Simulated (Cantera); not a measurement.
Charge: 1 mol CH₄, a varied amount of O₂, equilibrated at 3073 K and 0.00770 bar.

Cantera equilibrium calculation (NASA polynomials, part measured and part estimated; ideal gas, pure solids and liquids). Candidate condensed phases: C, C₆H₆, C₇H₈, C₈H₁₈, H₂O; 110 gas species. Equilibrium is a limit: real reactors are often held back by kinetics, nucleation or transport.

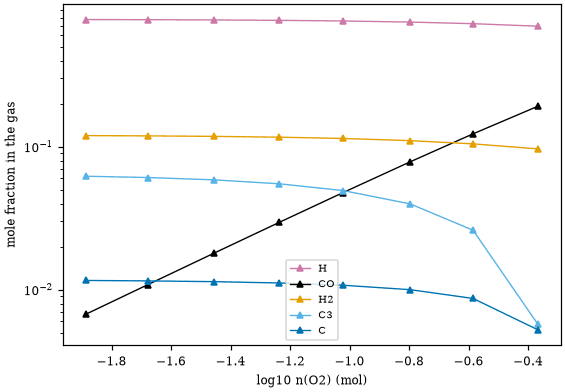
Fig. 1. Equilibrium gas composition (values under 1e-9 drawn at 1e-9)

**Question.** Read off the mole fractions at 0.16 mol O₂.

**Answer.** H about 0.74, H₂ about 0.11, CO about 0.078, C₃ about 0.040, C about 0.010.
